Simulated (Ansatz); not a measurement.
# Si(1−x)Ge(x) (diamond type start): ordered cells across the composition range

Aim: how do volume and zone-centre modes change with x in Si(1−x)Ge(x) (diamond type start)?

Main program and level: Ansatz 0.2.0; DFT LDA, scalar-relativistic, plane waves, PAW; PAW set soft_1.

## 1. Starting point

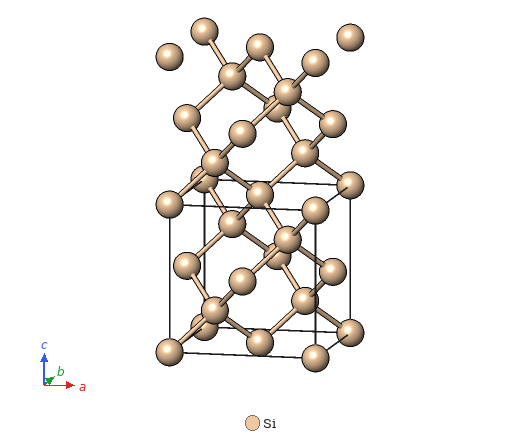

Start, viewed slightly off an axis; silicon light orange. 1×1×2 cells are drawn. Bonds to atoms that aren't drawn are left out. Some periodic images of atoms are drawn too.

## 2. First relaxation: x = 0

The cell for x = 0 and its atoms are relaxed from a typed start.

Input file input.yaml:

```yaml
crystal:
  lattice:
    - [5.43, 0.0, 0.0]
    - [0.0, 5.43, 0.0]
    - [0.0, 0.0, 5.43]
  atoms:
    - { symbol: Si, position: [0.0, 0.0, 0.0] }
    - { symbol: Si, position: [0.5, 0.5, 0.0] }
    - { symbol: Si, position: [0.5, 0.0, 0.5] }
    - { symbol: Si, position: [0.0, 0.5, 0.5] }
    - { symbol: Si, position: [0.25, 0.25, 0.25] }
    - { symbol: Si, position: [0.75, 0.75, 0.25] }
    - { symbol: Si, position: [0.75, 0.25, 0.75] }
    - { symbol: Si, position: [0.25, 0.75, 0.75] }
kpoints:
  mp_grid: { grid: [6, 6, 6], shift: [0.5, 0.5, 0.5] }
hamiltonian:
  xc: lda
  pseudopotentials: { kind: paw, azcp: { folder: soft_1 }, xc_functional: pbe }
scf:
  occupations: { method: gaussian, width: 0.02 }
output:
  forces: true
  stress: true
  eigenvalues: true
relax:
  adjacent_minimum: "off"
  f_tol: 0.004
  max_steps: 80
  cell: { stress_tol: 0.04 }
```

Run with:

```sh
ansatz run input.yaml --threads 4 --pin off --max-ram 16384MiB --backend cpu --events-out ev --progress --plain --runs-dir out
```

Numbers of over 12 decimals in the logs are rounded to 6 here.

Output:

```text
Engine: ansatz 0.2.0, aarch64-unknown-linux-gnu
Pseudopotentials: kind: paw
Pseudopotential: Si, paw, valence charge 4, recommended cutoff 420 eV (normal), soft_1/Si.paw.azcp
Functional definition: SPW92
  exchange = slater_x
  correlation = pw_c
Crystal: 8 atoms, lattice volume = 160.103 Å³
Basis set: ecut = 420 eV, 3119 PW (Γ)
[...]
- [0, 0.0, 5.401611]
  atoms:
    - { symbol: Si, position: [0, 0, 0] }
    - { symbol: Si, position: [0.500000, 0.500000, 0] }
    - { symbol: Si, position: [0.500000, 0, 0.500000] }
    - { symbol: Si, position: [0, 0.500000, 0.500000] }
    - { symbol: Si, position: [0.250000, 0.250000, 0.250000] }
    - { symbol: Si, position: [0.750000, 0.750000, 0.250000] }
    - { symbol: Si, position: [0.750000, 0.250000, 0.750000] }
    - { symbol: Si, position: [0.250000, 0.750000, 0.750000] }
[key lines of the parts left out:]
SCF converged after 4 iterations
Free energy (F): -4869.203122 eV
Fermi energy:    6.459313 eV
P = ⅓ Tr σ = 0.0077 GPa (0.077 kbar)
```

Wall time 2.2 s (4 threads of Arm Neoverse V2, shared host); peak memory 0.4 GiB.

The steps of the relaxation:

```
step  energy less that of the first step (eV)  largest force component (eV/Å)  pressure (GPa)  volume (Å³)
   1                                   0.0000                          0.0000           -1.46       160.10
   2                                  -0.0111                          0.0000           -0.31       158.13
   3                                  -0.0116                          0.0000            0.01       157.60
  4*                                  -0.0115                          0.0000            0.01       157.60
```

Relaxation steps marked * repeat the geometry before them on a plane-wave basis chosen anew for their cell, so energy and pressure can jump there.

Forces are held to the 192 operations that the run works with; a distortion that breaks them can't arise in this run.

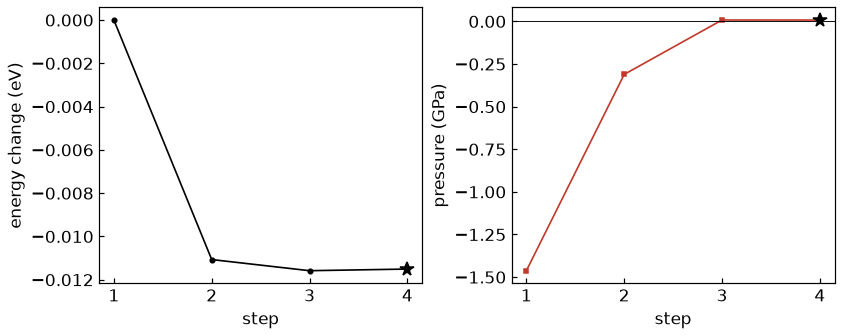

Energy and pressure along the relaxation. Stars mark steps on a basis chosen anew.

```
conventional cell, symmetrised  before  after  change
                         a (Å)   5.430  5.402  -0.5 %
                         b (Å)   5.430  5.402  -0.5 %
                         c (Å)   5.430  5.402  -0.5 %
              volume (Å³/atom)   20.01  19.70  -1.6 %
```

Numbers from this step:

* pressure: 0.007714 GPa
* gap on the k-mesh: 0.7913 eV
* volume per atom: 19.70 Å³

The relaxation ends at 19.70 Å³/atom.

## 3. Relaxation of a member: x = 0

The relaxation for x = 0 is finished with tight tolerances.

input.yaml, the sections that differ from step 2:

```yaml
crystal:
  lattice:
    - [5.4016113756, 0.0, 0.0]
    - [0.0, 5.4016113756, 0.0]
    - [0.0, 0.0, 5.4016113756]
  atoms:
    - { symbol: Si, position: [0.0, 0.0, 0.0] }
    - { symbol: Si, position: [0.5, 0.5, 0.0] }
    - { symbol: Si, position: [0.5, 0.0, 0.5] }
    - { symbol: Si, position: [0.0, 0.5, 0.5] }
    - { symbol: Si, position: [0.25, 0.25, 0.25] }
    - { symbol: Si, position: [0.75, 0.75, 0.25] }
    - { symbol: Si, position: [0.75, 0.25, 0.75] }
    - { symbol: Si, position: [0.25, 0.75, 0.75] }
scf:
  occupations: { method: fixed }
relax:
  adjacent_minimum: "off"
  f_tol: 0.001
  max_steps: 60
  cell: { stress_tol: 0.01 }
# kpoints, hamiltonian, output: as in step 2
```

Output:

```text
[...]
Crystal: 8 atoms, lattice volume = 157.605 Å³
Basis set: ecut = 420 eV, 3071 PW (Γ)
Bands: 24, of which v1, the nominal top of the filled ones, is band 16 counted from 1 (15 counted from 0)
Symmetry: 192 space group operations
[...]
k-points: 10 of 216
[...]
- [5.4016113756, 0.0, 0.0]
    - [0.0, 5.4016113756, 0.0]
    - [0.0, 0.0, 5.4016113756]
  atoms:
    - { symbol: Si, position: [0.0, 0.0, 0.0] }
    - { symbol: Si, position: [0.5, 0.5, 0.0] }
    - { symbol: Si, position: [0.5, 0.0, 0.5] }
    - { symbol: Si, position: [0.0, 0.5, 0.5] }
    - { symbol: Si, position: [0.25, 0.25, 0.25] }
    - { symbol: Si, position: [0.75, 0.75, 0.25] }
    - { symbol: Si, position: [0.75, 0.25, 0.75] }
    - { symbol: Si, position: [0.25, 0.75, 0.75] }
[key lines of the parts left out:]
SCF converged after 4 iterations
Free energy (F): -4869.203122 eV
Fermi energy:    6.063769 eV
P = ⅓ Tr σ = 0.0077 GPa (0.077 kbar)
```

The job ended after 1.3 s (4 threads; peak memory 0.39 GiB).

Little changed from the start: no atom moved by 0.005 Å and no cell edge by 0.1 %.

The forces vanish by symmetry.

## 4. Modes of this member: x = 0

The zone-centre modes follow for x = 0. This cell is a multiple of the primitive cell of the parent lattice, whose zone-edge modes fold onto its centre.

Edit input.yaml of step 3 so:

```diff
@@ -22,9 +22,4 @@
 output:
-  forces: true
-  stress: true
   eigenvalues: true
-relax:
-  adjacent_minimum: "off"
-  f_tol: 0.001
-  max_steps: 60
-  cell: { stress_tol: 0.01 }
+phonons:
+  method: dfpt
```

Output:

```text
zone centre: on kpoints.mp_grid the ground state, and the responses unless they are solved on pairs of k-points, stand on 18 of the mesh's 216 k-points, reduced under 8 symmetry operations, with k and −k counted as one. Each operation leaves every solved displacement unchanged or reverses it
[...]
Crystal: 8 atoms, lattice volume = 157.605 Å³
Basis set: ecut = 420 eV, 3071 PW (Γ), exchange–correlation on 80×80×80 points (8 copies of the dense FFT grid, shifted against one another)
Bands: 24, of which v1, the nominal top of the filled ones, is band 16 counted from 1 (15 counted from 0)
Symmetry: 192 space group operations
k-points: 18 of 216 (irreducible under 8 space group operations, time reversal used)
[...]
SCF iter   1: F=—  HF=-4870.278998 eV  |F-HF|=—  |Δ(HF+E_count)|=         —  Δρ=4.72e-2  dr2=3.33e0  ethr=3.10e-3  ⟨swp⟩=5.0  Hψ=2118  notcnv=0  defer=77
[...]
SCF iter   7: F=-4869.203123 eV  HF=-4869.203123 eV  |F-HF|=4.73e-11  |Δ(HF+E_count)|=   1.53e-8  Δρ=1.80e-7  dr2=2.47e-11  ethr=1.00e-12  ⟨swp⟩=15.2  Hψ=3833  notcnv=0
SCF 1 converged in 7 iterations: F = -4869.203123 eV  dr2 = 2.47e-11
[...]
DFPT response loops at Γ: preconditioner auto → Resta (q_TF=auto, 2.092 Å⁻¹)  ε∞=8.7 (no band partly filled); β = 1.00, the filter's whole step (`scf.mixing.beta` (0.50) is not read by the response loops at its default; to damp them type it under 1.00, their step now; it binds the ground state too); Broyden in place of MSR1
SCF converged after 7 iterations
Free energy (F): -4869.203123 eV
[...]
Internal energy: -4869.203123 eV  (E = F + TS)
E sigma→0 (E₀):  -4869.203123 eV
Fermi energy:    6.063769 eV
[...]
--- Band table (eV; the first three rows and the last of 18) ---
  k-point 0: bands = [... 12 lower, 3.3907, 5.3392, 6.0638, 6.0638, 6.8551, 6.8551, 6.8551, 7.4374, ... 4 higher]
  k-point 1: bands = [... 12 lower, 3.6093, 4.2627, 5.3999, 5.5963, 6.9844, 7.6164, 7.6164, 7.9564, ... 4 higher]
  k-point 2: bands = [... 12 lower, 3.8081, 4.0384, 4.6407, 4.6553, 7.3252, 7.8560, 8.8855, 9.1532, ... 4 higher]
  k-point 17: bands = [... 12 lower, 4.8174, 4.8174, 5.0495, 5.0495, 7.7471, 8.2077, 8.2077, 8.2077, ... 4 higher]
--- Phonons (Γ-DFPT): 1 representative perturbation + reference, on 18 of 216 k-points (Σ response iterations 3) ---
  k mesh reduced under 8 symmetry operations, with k and −k counted as one. Each operation leaves every solved displacement unchanged or reverses it
  ASR residual: 2.636e-5 → 0.000e0 eV/Å²; symmetrization residual: 6.928e-14 eV/Å²
  ASR residual per site (eV/Å²): 2.64e-5 2.64e-5 2.64e-5 2.64e-5 2.64e-5 2.64e-5 2.64e-5 2.64e-5
  Γ frequencies (cm⁻¹): 0.00 0.00 0.00 136.33 136.33 136.33 136.33 136.33 136.33 408.58 408.58 408.58 408.58 408.58 408.58 461.04 461.04 461.04 461.04 461.04 461.04 513.17 513.17 513.17
  non-analytic LO–TO correction: not included (Born effective charges unavailable; polar crystals: no LO–TO splitting at Γ)
```

The job ended after 3.2 s (4 threads; peak memory 0.6 GiB).

Numbers from this step:

```
sum-rule residual before enforcement                            : 2.64e-5 eV/Å²
highest mode at the zone centre of this cell (no LO-TO term)    : 513.2 cm⁻¹
lowest mode at the zone centre of this cell, translations apart : 136.3 cm⁻¹
```

Patterns of degenerate modes are one choice out of their space. Modes at Γ:

```
mode  frequency (cm⁻¹)
   1               0.0
   2               0.0
   3               0.0
   4             136.3
   5             136.3
   6             136.3
   7             136.3
   8             136.3
   9             136.3
  10             408.6
  11             408.6
  12             408.6
  13             408.6
  14             408.6
  15             408.6
  16             461.0
  17             461.0
  18             461.0
  19             461.0
  20             461.0
  21             461.0
  22             513.2
  23             513.2
  24             513.2
```

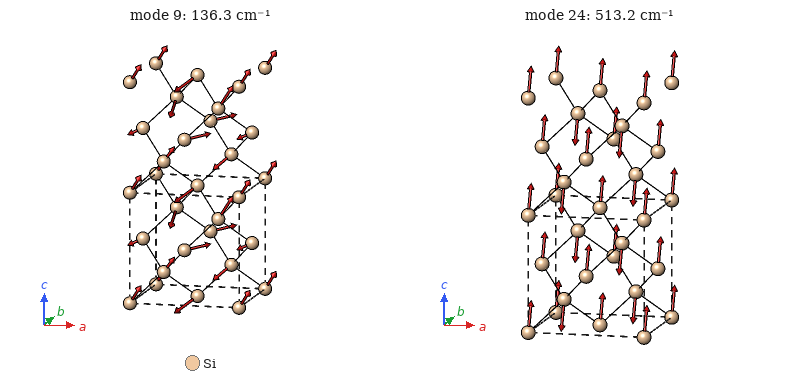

Displacement patterns of modes 9 and 24 at Γ; arrows are exaggerated. Bonds to atoms that aren't drawn are left out. 1×1×2 cells are drawn. Some periodic images of atoms are drawn too.

With the three translations set apart, the lowest mode of the cell is real, 136 cm⁻¹, and the highest lies at 513.2 cm⁻¹.

## 5. First relaxation: x = 1

The cell for x = 1 and its atoms are relaxed from a typed start.

System of this step: Ge. Symmetry: Fd-3m, No. 227, cubic system. The conventional cell has a = 5.660 Å, b = 5.660 Å, c = 5.660 Å, α = 90.00°, β = 90.00°, γ = 90.00°. Nearest to Ge lie 4 Ge at 2.45 Å.

Input file input.yaml:

```yaml
crystal:
  lattice:
    - [5.66, 0.0, 0.0]
    - [0.0, 5.66, 0.0]
    - [0.0, 0.0, 5.66]
  atoms:
    - { symbol: Ge, position: [0.0, 0.0, 0.0] }
    - { symbol: Ge, position: [0.5, 0.5, 0.0] }
    - { symbol: Ge, position: [0.5, 0.0, 0.5] }
    - { symbol: Ge, position: [0.0, 0.5, 0.5] }
    - { symbol: Ge, position: [0.25, 0.25, 0.25] }
    - { symbol: Ge, position: [0.75, 0.75, 0.25] }
    - { symbol: Ge, position: [0.75, 0.25, 0.75] }
    - { symbol: Ge, position: [0.25, 0.75, 0.75] }
kpoints:
  mp_grid: { grid: [6, 6, 6], shift: [0.5, 0.5, 0.5] }
hamiltonian:
  xc: lda
  pseudopotentials: { kind: paw, azcp: { folder: soft_1 }, xc_functional: pbe }
scf:
  occupations: { method: gaussian, width: 0.02 }
output:
  forces: true
  stress: true
  eigenvalues: true
relax:
  adjacent_minimum: "off"
  f_tol: 0.004
  max_steps: 80
  cell: { stress_tol: 0.04 }
```

Output:

```text
[...]
Crystal: 8 atoms, lattice volume = 181.321 Å³
Basis set: ecut = 420 eV, 3575 PW (Γ)
Bands: 68, of which v1, the nominal top of the filled ones, is band 56 counted from 1 (55 counted from 0)
Symmetry: 192 space group operations
[...]
k-points: 10 of 216
[...]
- [0, 5.620801, 0]
    - [0, 0, 5.620801]
  atoms:
    - { symbol: Ge, position: [0, 0, 0] }
    - { symbol: Ge, position: [0.500000, 0.500000, 0] }
    - { symbol: Ge, position: [0.500000, 0, 0.500000] }
    - { symbol: Ge, position: [0, 0.500000, 0.500000] }
    - { symbol: Ge, position: [0.250000, 0.250000, 0.250000] }
    - { symbol: Ge, position: [0.750000, 0.750000, 0.250000] }
    - { symbol: Ge, position: [0.750000, 0.250000, 0.750000] }
    - { symbol: Ge, position: [0.250000, 0.750000, 0.750000] }
[key lines of the parts left out:]
SCF converged after 5 iterations
Free energy (F): -33725.815999 eV
Fermi energy:    8.488534 eV
P = ⅓ Tr σ = 0.0067 GPa (0.067 kbar)
```

Wall time 6.7 s (4 threads); peak memory 0.59 GiB.

Step by step:

```
step  energy less that of the first step (eV)  largest force component (eV/Å)  pressure (GPa)  volume (Å³)
   1                                   0.0000                          0.0000           -1.43       181.32
   2                                  -0.0173                          0.0000           -0.18       178.05
   3                                  -0.0177                          0.0000            0.01       177.58
  4*                                  -0.0169                          0.0000            0.01       177.58
```

Relaxation steps marked * repeat the geometry before them on a plane-wave basis chosen anew for their cell, so energy and pressure can jump there.

Forces are held to the 192 operations that the run works with; a distortion that breaks them can't arise in this run.

```
conventional cell, symmetrised  before  after  change
                         a (Å)   5.660  5.621  -0.7 %
                         b (Å)   5.660  5.621  -0.7 %
                         c (Å)   5.660  5.621  -0.7 %
              volume (Å³/atom)   22.67  22.20  -2.1 %
```

The relaxation ends at 22.20 Å³/atom.

## 6. Relaxation of a member: x = 1

The relaxation for x = 1 is finished with tight tolerances.

input.yaml, the sections that differ from step 5:

```yaml
crystal:
  lattice:
    - [5.6208007304, 0.0, 0.0]
    - [0.0, 5.6208007304, 0.0]
    - [0.0, 0.0, 5.6208007304]
  atoms:
    - { symbol: Ge, position: [0.0, 0.0, 0.0] }
    - { symbol: Ge, position: [0.5, 0.5, 0.0] }
    - { symbol: Ge, position: [0.5, 0.0, 0.5] }
    - { symbol: Ge, position: [0.0, 0.5, 0.5] }
    - { symbol: Ge, position: [0.25, 0.25, 0.25] }
    - { symbol: Ge, position: [0.75, 0.75, 0.25] }
    - { symbol: Ge, position: [0.75, 0.25, 0.75] }
    - { symbol: Ge, position: [0.25, 0.75, 0.75] }
scf:
  occupations: { method: fixed }
relax:
  adjacent_minimum: "off"
  f_tol: 0.001
  max_steps: 60
  cell: { stress_tol: 0.01 }
# kpoints, hamiltonian, output: as in step 5
```

Output:

```text
[...]
Crystal: 8 atoms, lattice volume = 177.580 Å³
Basis set: ecut = 420 eV, 3431 PW (Γ)
Bands: 68, of which v1, the nominal top of the filled ones, is band 56 counted from 1 (55 counted from 0)
Symmetry: 192 space group operations
[...]
k-points: 10 of 216
[...]
- [5.6208007304, 0.0, 0.0]
    - [0.0, 5.6208007304, 0.0]
    - [0.0, 0.0, 5.6208007304]
  atoms:
    - { symbol: Ge, position: [0.0, 0.0, 0.0] }
    - { symbol: Ge, position: [0.5, 0.5, 0.0] }
    - { symbol: Ge, position: [0.5, 0.0, 0.5] }
    - { symbol: Ge, position: [0.0, 0.5, 0.5] }
    - { symbol: Ge, position: [0.25, 0.25, 0.25] }
    - { symbol: Ge, position: [0.75, 0.75, 0.25] }
    - { symbol: Ge, position: [0.75, 0.25, 0.75] }
    - { symbol: Ge, position: [0.25, 0.75, 0.75] }
[key lines of the parts left out:]
SCF converged after 6 iterations
Free energy (F): -33725.815999 eV
Fermi energy:    8.318898 eV
P = ⅓ Tr σ = 0.0067 GPa (0.067 kbar)
```

It took 3.8 s on 4 threads; peak memory 0.58 GiB; 14 s of CPU time.

Little changed from the start: no atom moved by 0.005 Å and no cell edge by 0.1 %.

The forces vanish by symmetry.

## 7. Modes of this member: x = 1

The zone-centre modes follow for x = 1. This cell is a multiple of the primitive cell of the parent lattice, whose zone-edge modes fold onto its centre.

Edit input.yaml of step 6 so:

```diff
@@ -22,9 +22,4 @@
 output:
-  forces: true
-  stress: true
   eigenvalues: true
-relax:
-  adjacent_minimum: "off"
-  f_tol: 0.001
-  max_steps: 60
-  cell: { stress_tol: 0.01 }
+phonons:
+  method: dfpt
```

Output:

```text
[...]
Crystal: 8 atoms, lattice volume = 177.580 Å³
Basis set: ecut = 420 eV, 3431 PW (Γ), exchange–correlation on 80×80×80 points (8 copies of the dense FFT grid, shifted against one another)
Bands: 68, of which v1, the nominal top of the filled ones, is band 56 counted from 1 (55 counted from 0)
Symmetry: 192 space group operations
k-points: 18 of 216 (irreducible under 8 space group operations, time reversal used)
[...]
k-point 1: bands = [... 52 lower, 5.6226, 5.6680, 7.5992, 7.6700, 9.2414, 9.8884, 9.8884, 10.2560, ... 8 higher]
  k-point 2: bands = [... 52 lower, 5.8954, 6.1322, 6.6959, 6.7974, 9.5258, 10.0249, 10.9934, 11.3050, ... 8 higher]
  k-point 17: bands = [... 52 lower, 6.8829, 6.8829, 7.1183, 7.1183, 8.6574, 9.3815, 9.3815, 9.3815, ... 8 higher]
[...]
ASR residual: 3.881e-6 → 0.000e0 eV/Å²; symmetrization residual: 2.062e-12 eV/Å²
[...]
[key lines of the parts left out:]
SCF converged after 9 iterations
Free energy (F): -33725.816001 eV
Fermi energy:    8.318898 eV
```

The job ended after 13 s (4 threads; peak memory 1.2 GiB; 48 s of CPU time).

Patterns of degenerate modes are one choice out of their space. Modes at Γ:

```
mode  frequency (cm⁻¹)
   1               0.0
   2               0.0
   3               0.0
   4              73.5
   5              73.5
   6              73.5
   7              73.5
   8              73.5
   9              73.5
  10             235.0
  11             235.0
  12             235.0
  13             235.0
  14             235.0
  15             235.0
  16             267.0
  17             267.0
  18             267.0
  19             267.0
  20             267.0
  21             267.0
  22             294.4
  23             294.4
  24             294.4
```

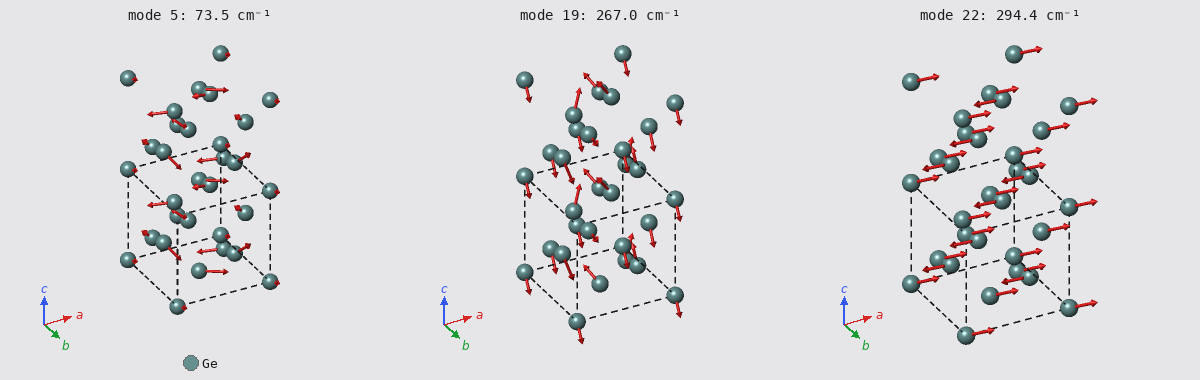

Displacement patterns of modes 5, 19 and 22 at Γ; arrows are exaggerated. 1×1×2 cells are drawn. Some periodic images of atoms are drawn too.

With the three translations set apart, the lowest mode of the cell is real, 73.5 cm⁻¹, and the highest lies at 294.4 cm⁻¹.

(Continued in part 2 of 2.)

[Logs are printed without paths, hosts, clocks, repeated set-up lines and the standing remarks that a program may print on its own settings, such as how far it seeks lower states.]

[Hosts, paths, dates, database ids (printed as entryN), source tags and the programs' standing remarks are cut or masked in the printed files.]
